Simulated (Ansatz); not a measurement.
# Fields on a plane of BiTe (space group P-3m1)

```
CELL_PARAMETERS angstrom
      4.38757     0.00000     0.00000
     -2.19378     3.79974     0.00000
      0.00000     0.00000    23.61264
ATOMIC_POSITIONS crystal
  Bi 0.33333 0.66667 0.29183
  Bi 0.66667 0.33333 0.70817
  Bi 0.00000 0.00000 0.87558
  Bi 0.00000 0.00000 0.12442
  Bi 0.66667 0.33333 0.46486
  Bi 0.33333 0.66667 0.53514
  Te 0.33333 0.66667 0.05277
  Te 0.66667 0.33333 0.94723
  Te 0.00000 0.00000 0.63568
  Te 0.00000 0.00000 0.36432
  Te 0.66667 0.33333 0.20864
  Te 0.33333 0.66667 0.79136
```

The slice is a (0001) plane (indices of the conventional cell) through the point (0.333, 0.667, 0.053) (fractional), spanned by u = [110] and v = [1 -1 0] in vectors of this cell: u (4.39 Å) and v (7.60 Å, at 90° to u). It covers one period; positions are fractions (u, v).

Atoms on it: Te at (0.00, 0.00); Te at (0.50, 0.50).

These are LDA (plane waves to 420 eV, PAW, scalar-relativistic; Ansatz, a program for electronic structure) values and carry that method's errors. k mesh 7×7×2. These are valence fields of a PAW run, semicore shells included where kept as valence: close to a nucleus they are smooth pseudo fields. BiTe was relaxed with its symmetry unable to fall. Spin-orbit coupling is left out, though Bi and Te are heavy.

```
|999988664433221111001111223344668899|
|888877554433221100000011223344557788|
|666655443333221100000011223333445566|
|554444443322110000000000112233444444|
|444433332211110000000000111122333344|
|333322221111000000000000001111222233|
|222222111111000000000000001111112222|
|221111111111111111111111111111111111|
|111111111111111111111111111111111111|
|111111111122222222222222222211111111|
|111111222222333333443333332222221111|
|111111222233444444554444443322221111|
|111122223344445566666655444433222211|
|111122223344557788888877554433222211|
|111122223344668899999988664433222211|
|111122223344668899999988664433222211|
|001111223344668899999988664433221111|
|000011223344557788888877554433221100|
|000011223333445566666655443333221100|
|000000112233444444554444443322110000|
|000000111122333344444433332211110000|
|000000001111222233333322221111000000|
|000000001111112222222222111111000000|
|111111111111111111221111111111111111|
|111111111111111111111111111111111111|
|222222222211111111111111111122222222|
|443333332222221111111111222222333333|
|554444443322221111111111222233444444|
|666655444433222211111122223344445566|
|888877554433222211111122223344557788|
|999988664433222211111122223344668899|
|999988664433222211111122223344668899|
```
Scale: ten equal steps from -1.62 (start of '0') to 1.24 (end of '9'), in the order '0123456789'. Values: log₁₀ of the valence density in e/Å³. The map has 18 points along u (two characters each, u = 0 at the left) and 32 along v (v = 0 in the bottom row). The scale is logarithmic, as a density can span decades between atoms and voids.

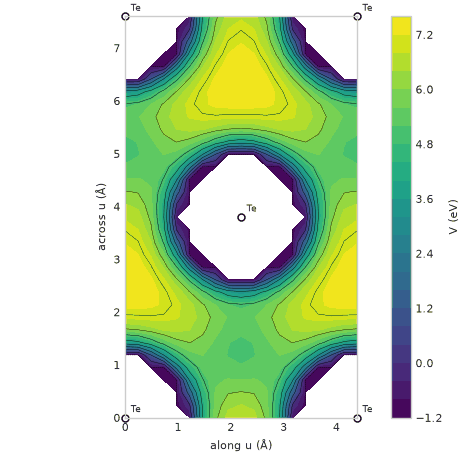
Figure: Electrostatic potential energy of an electron, from the cell's mean, in eV, one period of the plane, atoms marked. Points within 1 Å of a nucleus are left white, as the pseudised field means little there. Values under -1 eV are set to -1. The zero, the cell's mean, hangs on the PAW cores.
